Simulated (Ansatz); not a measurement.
**A single-point run on TiSe**

One self-consistent run on TiSe (a database structure at a slightly changed volume), nothing relaxed, to see its forces and stress, its levels, and how its atoms share the electrons.

Method: DFT, r2SCAN, no spin polarisation, plane waves, PAW, in Ansatz 0.2.0.

## Step 1: Geometry

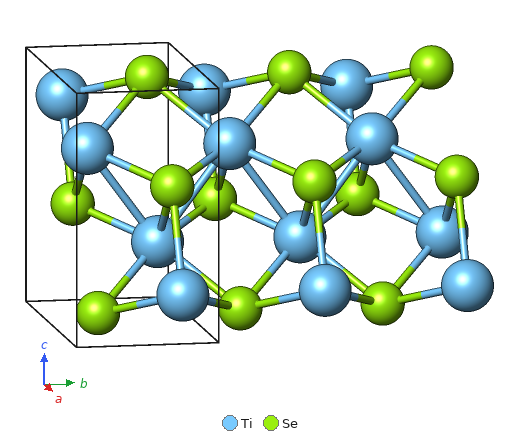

Viewed slightly off an axis; titanium blue, selenium green. 1×3×1 cells are drawn.

Symmetry: Pnma, No. 62, orthorhombic system. The conventional cell has a = 6.435 Å, b = 3.480 Å, c = 6.196 Å, α = 90.00°, β = 90.00°, γ = 90.00°. Ti (site symmetry m) is surrounded by 6 Se at 2.51 to 2.77 Å. Around Se (site symmetry m) lie 6 Ti at 2.51 to 2.77 Å.

In its conventional cell, by symmetry (the run takes the cell typed in the input):

```cif
data_structure
_symmetry_space_group_name_H-M 'Pnma'
_symmetry_Int_Tables_number 62
_cell_length_a 6.4354
_cell_length_b 3.4796
_cell_length_c 6.1964
_cell_angle_alpha 90.000
_cell_angle_beta 90.000
_cell_angle_gamma 90.000
_cell_volume 138.76
loop_
_atom_site_label
_atom_site_type_symbol
_atom_site_symmetry_multiplicity
_atom_site_Wyckoff_symbol
_atom_site_fract_x
_atom_site_fract_y
_atom_site_fract_z
_atom_site_occupancy
Ti1 Ti 4 c 0.01000 0.25000 0.81000 1
Se1 Se 4 c 0.22000 0.25000 0.42000 1
```

The run starts from a saved solution of this cell (checkpoint.read), perhaps found on another mesh.

## Step 2: The calculation

input.yaml reads:

```yaml
crystal:
  lattice:
    - [6.435417, 0.0, 0.0]
    - [0.0, 3.479627, 0.0]
    - [0.0, 0.0, 6.196404]
  atoms:
    - { symbol: Ti, position: [0.01, 0.25, 0.81] }
    - { symbol: Ti, position: [0.49, 0.75, 0.31] }
    - { symbol: Ti, position: [0.51, 0.25, 0.69] }
    - { symbol: Ti, position: [0.99, 0.75, 0.19] }
    - { symbol: Se, position: [0.22, 0.25, 0.42] }
    - { symbol: Se, position: [0.28, 0.75, 0.92] }
    - { symbol: Se, position: [0.72, 0.25, 0.08] }
    - { symbol: Se, position: [0.78, 0.75, 0.58] }
  symmetry: { tolerance: 0.0003 }
kpoints:
  mp_grid: { grid: [5, 10, 6], shift: [0, 0, 0] }
  band_path:
    path:
      - [0.0, 0.0, 0.0]
      - [0.5, 0.0, 0.0]
      - [0.5, 0.5, 0.0]
      - [0.0, 0.5, 0.0]
      - [0.0, 0.0, 0.0]
      - [0.0, 0.0, 0.5]
      - [0.5, 0.0, 0.5]
      - [0.5, 0.5, 0.5]
      - [0.0, 0.5, 0.5]
      - [0.0, 0.0, 0.5]
      - [0.5, 0.0, 0.0]
    npoints: 6
magnetization:
  spin_polarized: false
scf:
  occupations: { method: fermi_dirac }
  lower_state_search: "off"
  max_iter: 200
hamiltonian:
  pseudopotentials: { kind: paw }
  xc: r2scan
basis:
  ecutwfc: 500
  fft_grid_basis: typed
output:
  forces: true
  stress: true
  eigenvalues: true
  bader: true
  populations: true
  elf: true
  write_potential: true
  volumetric_format: npy
  dos:
    e_range: [-12, 8]
    de: 0.05
    projected: { site_lists: { Se: [Se], Ti: [Ti] } }
checkpoint:
  read: saved_state
```

Output (excerpt; [...] marks lines left out):

```text
Warning: RAYON_NUM_THREADS=1 ignored (pool sized by the plan → 1); use --threads N
[...]
Pseudopotentials: kind: paw
Pseudopotential: Ti, paw, valence charge 12, recommended cutoff 500 eV (meta_gga), Ti.paw.azcp
Pseudopotential: Se, paw, valence charge 16, recommended cutoff 500 eV (meta_gga), Se.paw.azcp
Functional definition: r2SCAN
[...]
Crystal: 8 atoms, lattice volume = 138.755 Å³
Basis set: ecut = 500 eV, 3541 PW (Γ), exchange–correlation on 192×108×192 points (64 copies of the dense FFT grid, shifted against one another)
Bands: 68, of which v1, the nominal top of the filled ones, is band 56 counted from 1 (55 counted from 0)
Symmetry: 8 space group operations
Space group: Pnma (ITA 62), of the structure as read, at distance tolerance 1.6e-3 Å
k-points: 72 of 300
[...]
SCF iter   1: F=-31940.178179 eV  HF=-31940.169385 eV  |F-HF|=8.79e-3  |Δ(HF+E_count)|=         —  Δρ=1.30e-3  dr2=5.80e-4  dr2_τ=2.75e-3  ethr=5.02e-7  ⟨swp⟩=2.6  Hψ=28387  notcnv=0
[...]
SCF iter   6: F=-31940.178568 eV  HF=-31940.178568 eV  |F-HF|=1.17e-8  |Δ(HF+E_count)|=   5.88e-7  Δρ=5.89e-6  dr2=6.54e-8  dr2_τ=2.20e-9  ethr=8.93e-11  ⟨swp⟩=8.3  Hψ=28367  notcnv=0
[...]
NSCF: frozen V_eff on 61 k-points
SCF converged after 6 iterations
Free energy (F): -31940.178568 eV
[...]
E sigma→0 (E₀):  -31940.104892 eV
Entropy (-TS):   -0.147352 eV (-18.419 meV/atom)
Fermi energy:    14.191865 eV
[...]
--- Forces (eV/Å), atoms counted from 1 ---
  atom   1  Ti    -0.27919031    -0.00000000    -0.34233044
  atom   2  Ti     0.27919031    -0.00000000    -0.34233044
  atom   3  Ti    -0.27919031     0.00000000     0.34233044
  atom   4  Ti     0.27919031     0.00000000     0.34233044
  atom   5  Se    -0.39096695     0.00000000    -0.07087992
  atom   6  Se     0.39096695     0.00000000    -0.07087992
  atom   7  Se    -0.39096695    -0.00000000     0.07087992
  atom   8  Se     0.39096695    -0.00000000     0.07087992
[...]
--- Stress (GPa, compression-positive) ---
        2.146419       0.000000      -0.000000
        0.000000       1.636067       0.000000
       -0.000000       0.000000       2.145540
  P = ⅓ Tr σ = 1.9760 GPa (19.760 kbar)
--- Band table (eV; the first three rows and the last of 72) ---
[...]
--- Löwdin populations: 8 sites ---
  site symbol       q [e]
     0     Ti     11.5010
     1     Ti     11.5010
     2     Ti     11.5010
     3     Ti     11.5010
     4     Se     16.3554
     5     Se     16.3554
     6     Se     16.3554
     7     Se     16.3554
  spilling = 0.005128 (of n_electrons = 112.000000)
--- Bader charges: 8 sites ---
  site symbol  charge [e]  shift [e]
     0     Ti      1.2948     0.0000
     1     Ti      1.2948     0.0000
     2     Ti      1.2948     0.0000
     3     Ti      1.2949     0.0000
     4     Se     -1.2948     0.0000
     5     Se     -1.2949     0.0000
     6     Se     -1.2949     0.0000
     7     Se     -1.2948     0.0000
  estimated error of the sums over rays = 6.0e-4 e
```

Wall time 1.8 min (1 thread of an x86-64 CPU, shared host); peak memory 1.1 GiB.

## Step 3: Forces on the atoms, stress on the cell

The largest forces, with each atom's nearest neighbour:

```csv
atom,force (eV/Å),nearest,distance (Å),direction
Ti1,0.442,Se7,2.51,across
Ti2,0.442,Se8,2.51,across
Ti3,0.442,Se5,2.51,across
Ti4,0.442,Se6,2.51,across
Se5,0.397,Ti3,2.51,away from it
Se8,0.397,Ti2,2.51,away from it
Se6,0.397,Ti4,2.51,away from it
Se7,0.397,Ti1,2.51,away from it
```

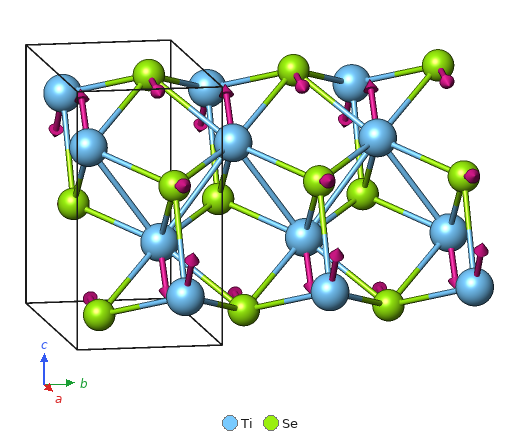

Forces as arrows; the longest is 0.44 eV/Å.

Principal stresses (compression positive): 1.64, 2.15, 2.15 GPa; their mean, the pressure, is 1.98 GPa.

## Step 4: Band structure

From bands.tsv, levels at the corners of the path, in eV from the Fermi level:

```csv
point,band 56,band 57,band 58,band 59,band 60,band 61
Γ,-0.33,0.05,0.66,0.80,1.08,1.30
X,0.09,0.28,0.28,0.78,0.78,1.55
S,-0.81,1.34,1.34,1.34,1.34,1.84
Y,-0.55,0.63,0.63,0.77,0.77,1.76
Γ,-0.33,0.05,0.66,0.80,1.08,1.30
Z,-0.15,0.02,0.02,0.93,0.93,1.15
U,-0.04,0.12,0.12,0.94,0.94,1.24
R,-0.93,1.24,1.24,1.24,1.24,1.86
T,-0.62,1.02,1.02,1.21,1.21,1.83
Z,-0.15,0.02,0.02,0.93,0.93,1.15
X,0.09,0.28,0.28,0.78,0.78,1.55
```

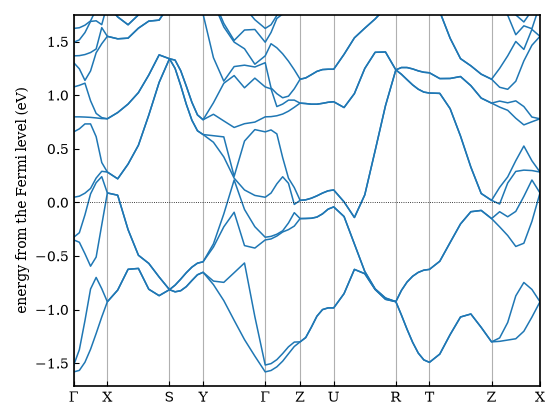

Bands along the path (those far from the Fermi level are not drawn).

## Step 5: States by energy

States per cell by energy window, from dos.tsv and pdos.tsv (tetrahedra; eV from the Fermi level):

```csv
from,to,total,Se p,Ti d
-8.0,-7.0,0.56,0.38,0.07
-7.0,-6.0,5.61,4.10,0.69
-6.0,-5.0,3.40,2.60,0.51
-5.0,-4.0,7.37,5.43,1.58
-4.0,-3.0,5.98,4.40,1.41
-3.0,-2.0,1.07,0.79,0.26
-2.0,-1.0,1.25,0.05,1.11
-1.0,0.0,6.67,0.32,5.90
0.0,1.0,5.12,0.24,4.61
1.0,2.0,11.89,0.57,10.70
```

The bands computed are complete only to about 2.2 eV above the Fermi level.

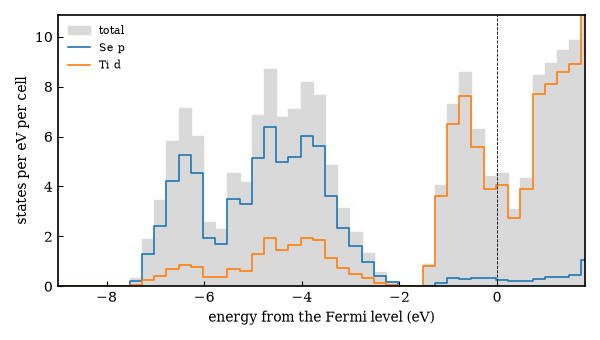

Total and projected density of states, in bins of 0.25 eV.

## Step 6: Atomic charges

Gathered by element (positive charge: electrons given up): Löwdin charges also hold the electrons that the projection spills.

```csv
element,atoms,Bader charge (e),Bader volume (Å³),Löwdin charge (e)
Ti,4,+1.29,11.0,+0.50
Se,4,-1.29,23.6,-0.36
```

Löwdin charges rest on a small set of atomic orbitals that misses 0.5 % of the electrons, so they need not add up to the cell's charge and can differ from Bader's even in sign.

## Step 7: Real-space fields

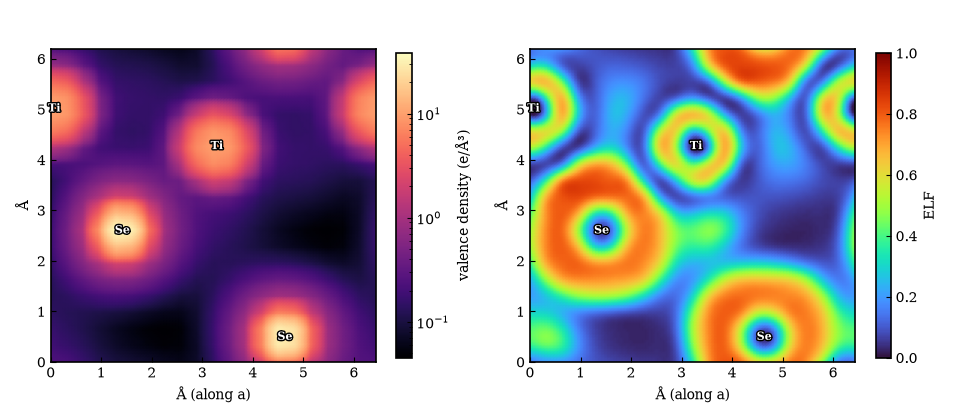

Valence density (left, log scale) and ELF (right) in the plane spanned by a and c at height 0.250 along b (axes of the input's cell); atoms within 0.2 Å are lettered. Near the nuclei they are pseudo-fields.

At the density minimum on some short contacts:

```csv
contact,length (Å),minimum at (fraction),density (e/Å³),ELF
Ti1–Se7,2.506,0.45,0.347,0.14
Ti1–Ti4,2.930,0.50,0.232,0.39
```

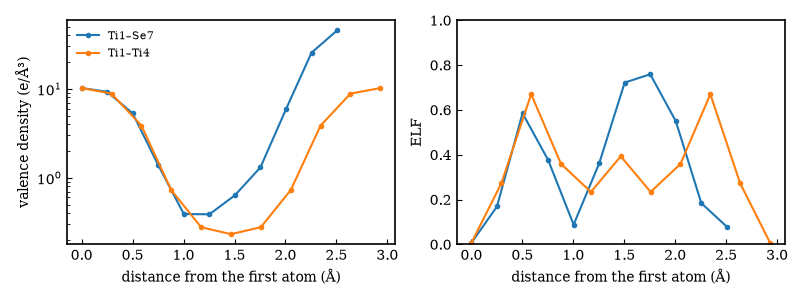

Smooth valence density and ELF along the contacts, at tenths of each length.

## Step 8: Summary of results

```
                                                 quantity                 value
                                            largest force      0.442 eV/Å on Ti
                                                 pressure               2.0 GPa
           formation energy (elements from separate runs)         -1.26 eV/atom
                                                character                 metal
density of states, mean within 0.25 eV of the Fermi level   4.5 per eV per cell
                                            Bader charges  Ti +1.29, Se -1.29 e
```

What this shows: Bands cross the Fermi level: a metal; within 0.25 eV of the Fermi level the density of states averages 4.5 per eV per cell, mostly Ti d (89 %). By Bader's partition Ti gives up most (+1.29 e) and Se takes most (-1.29 e). With forces up to 0.44 eV/Å (on Ti), a relaxation would move the atoms. Against the elements' reference phases (Ti hcp, Se trigonal (grey) selenium; separate runs with the same functional) the formation energy is -1.26 eV per atom, so it is bound against them, though other compounds may compete.
